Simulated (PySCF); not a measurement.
# Si2H3F3 (SMILES F[SiH2][SiH](F)F): levels of theory compared

Wanted: a comparison of 4 runs (B2PLYP/def2-SVP, B2PLYP/ma-def2-SVP, B2PLYP/def2-SVPD, B2PLYP/def2-TZVP) of Si2H3F3. Input form: a Python script.

Program for the calculation: PySCF 2.14.0.

## 1. Starting point

Si2H3F3: 8 atoms, total charge 0, spin state singlet. SMILES: `F[SiH2][SiH](F)F`. Geometry: relaxed at PBE0-D4/def2-TZVP. This is one conformer, not always the lowest.

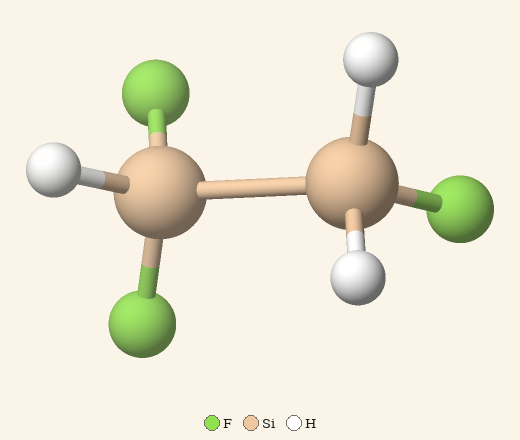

Viewed from a chosen angle; fluorine green, silicon light orange, hydrogen white.

## 2. A single-point energy at B2PLYP/def2-SVP (run 1)

input.py

```python
from pyscf import gto, dft, mp

system = gto.M(
    atom='''
F   -1.752500  -0.043100   1.476300
Si  -0.254300   0.392800   1.115300
Si   0.291500  -0.342300  -1.054400
F    0.153800  -1.925100  -1.140300
F   -0.725000   0.280100  -2.108500
H   -0.160100   1.872900   1.192400
H    0.668000  -0.214800   2.108000
H    1.663600   0.013900  -1.488500
''',
    max_memory=1860,
    spin=0,
    basis='def2-svp',
    verbose=3,
)

myscf = dft.RKS(system, xc='0.53*HF + 0.47*B88, 0.73*LYP')
myscf.conv_tol = 1e-10
myscf.grids.level = 4
myscf.kernel()
if not myscf.converged:
    myscf = myscf.newton().run(myscf.mo_coeff, myscf.mo_occ)

pt = mp.MP2(myscf, frozen=13).run()
etot = myscf.e_tot + 0.27 * pt.e_corr
print('PT2 part  %.8f' % (0.27 * pt.e_corr))
print(f'total energy: {etot:.8f} hartree')
```

The run is started by

```bash
$ OMP_NUM_THREADS=1 python input.py
```

Output:

```text
converged SCF energy = -879.341705269218
E(RMP2) = -880.232152821261  E_corr = -0.890447552042492
E(SCS-RMP2) = -880.212526661521  E_corr = -0.870821392302986
PT2 part  -0.24042084
total energy: -879.58212611 hartree
```

Wall time 14 s (1 thread of Arm Neoverse V2, shared host); peak memory 0.47 GiB.

## 3. A single-point energy at B2PLYP/ma-def2-SVP (run 2)

job.py

```python
from pyscf import gto, dft, mp

molecule = gto.M(
    atom='''
F   -1.752500  -0.043100   1.476300
Si  -0.254300   0.392800   1.115300
Si   0.291500  -0.342300  -1.054400
F    0.153800  -1.925100  -1.140300
F   -0.725000   0.280100  -2.108500
H   -0.160100   1.872900   1.192400
H    0.668000  -0.214800   2.108000
H    1.663600   0.013900  -1.488500
''',
    verbose=3,
    max_memory=1860,
    basis='ma-def2-svp',
)

mf = dft.RKS(molecule, xc='0.53*HF + 0.47*B88, 0.73*LYP')
mf.grids.level = 4
mf.conv_tol = 1e-10
mf.kernel()
if not mf.converged:
    mf = mf.newton().run(mf.mo_coeff, mf.mo_occ)

pt = mp.MP2(mf, frozen=13).run()
energy = mf.e_tot + 0.27 * pt.e_corr
print('PT2 part  %.8f' % (0.27 * pt.e_corr))
print(f'total energy: {energy:.8f} hartree')
```

The run is started by

```bash
$ OMP_NUM_THREADS=1 python job.py
```

Output:

```text
converged SCF energy = -879.35879079112
E(RMP2) = -880.244887488355  E_corr = -0.886096697235267
E(SCS-RMP2) = -880.21976771646  E_corr = -0.860976925339638
PT2 part  -0.23924611
total energy: -879.59803690 hartree
```

Wall time 17 s (1 thread of Arm Neoverse V2, shared host); peak memory 0.54 GiB.

Run 3 isn't shown in full; the table further down has it.

## 4. The energy at B2PLYP/def2-TZVP (run 4)

run.py

```python
from pyscf import gto, dft, mp

mol = gto.M(
    atom='''
F   -1.752500  -0.043100   1.476300
Si  -0.254300   0.392800   1.115300
Si   0.291500  -0.342300  -1.054400
F    0.153800  -1.925100  -1.140300
F   -0.725000   0.280100  -2.108500
H   -0.160100   1.872900   1.192400
H    0.668000  -0.214800   2.108000
H    1.663600   0.013900  -1.488500
''',
    verbose=4,
    basis='def2-tzvp',
    max_memory=1860,
)

mf = dft.RKS(mol, xc='0.53*HF + 0.47*B88, 0.73*LYP')
mf.grids.level = 4
mf.conv_tol = 1e-10
mf.kernel()
if not mf.converged:
    mf = mf.newton().run(mf.mo_coeff, mf.mo_occ)

pt = mp.MP2(mf, frozen=13).run()
energy = mf.e_tot + 0.27 * pt.e_corr
print('PT2 part  %.8f' % (0.27 * pt.e_corr))
print(f'total energy: {energy:.8f} hartree')
```

The run is started by

```bash
$ OMP_NUM_THREADS=1 python run.py
```

Output:

```text
PySCF version 2.14.0

[... 78 lines left out ...]
converged SCF energy = -879.950749566875
[... 1 line left out ...]
******** <class 'pyscf.mp.mp2.RMP2'> ********
nocc = 16, nmo = 172
frozen orbitals 13
E(RMP2) = -881.106708987471  E_corr = -1.15595942059562
E(SCS-RMP2) = -881.088279233674  E_corr = -1.1375296667986
E_corr(same-spin) = -0.288024966826319
E_corr(oppo-spin) = -0.867934453769299
PT2 part  -0.31210904
total energy: -880.26285861 hartree
```

Wall time 48 s (1 thread of Arm Neoverse V2, shared host); peak memory 1.7 GiB.

## 5. Overview of the runs

| run | level | energy (Eh) | dipole moment (D) | HOMO energy (eV) | LUMO energy (eV) | wall time |
| --- | --- | --- | --- | --- | --- | --- |
| 1 | B2PLYP/def2-SVP | -879.582126 | 2.53 | -9.79 | 0.42 | 14 s |
| 2 | B2PLYP/ma-def2-SVP | -879.598037 | 2.88 | -10.02 | -0.31 | 17 s |
| 3 | B2PLYP/def2-SVPD | -879.628882 | 2.69 | -9.93 | -0.11 | 28 s |
| 4 | B2PLYP/def2-TZVP | -880.262859 | 2.47 | -9.84 | -0.04 | 48 s |

Convergence of the total energy of singlet Si2H3F3 with the basis set, against the last point:

| basis set | from the last (mEh) | wall time |
| --- | --- | --- |
| def2-SVP | +680.733 | 14 s |
| ma-def2-SVP | +664.822 | 17 s |
| def2-SVPD | +633.977 | 28 s |
| def2-TZVP | +0.000 | 48 s |

Convergence of the dipole moment (SCF part) of singlet Si2H3F3 with the basis set, against the last point:

| basis set | from the last (D) | wall time |
| --- | --- | --- |
| def2-SVP | +0.0641 | 14 s |
| ma-def2-SVP | +0.4165 | 17 s |
| def2-SVPD | +0.2258 | 28 s |
| def2-TZVP | +0.0000 | 48 s |

## 6. Summary of results

```
                                  quantity          value
                       run 4: total energy  -880.26286 Eh
           run 4: dipole moment (SCF part)         2.47 D
  run 4: HOMO energy (SCF part's orbitals)       -9.84 eV
  run 4: LUMO energy (SCF part's orbitals)       -0.04 eV
run 4: HOMO–LUMO gap (SCF part's orbitals)        9.80 eV
```

**Reading.** The dipole moment (its size) runs from 2.47 D (B2PLYP/def2-TZVP) to 2.88 D (B2PLYP/ma-def2-SVP). A double hybrid's value is that of its SCF part. The HOMO–LUMO gap runs from 9.71 eV (B2PLYP/ma-def2-SVP) to 10.22 eV (B2PLYP/def2-SVP). All runs together took 1.8 min, the longest 48 s.
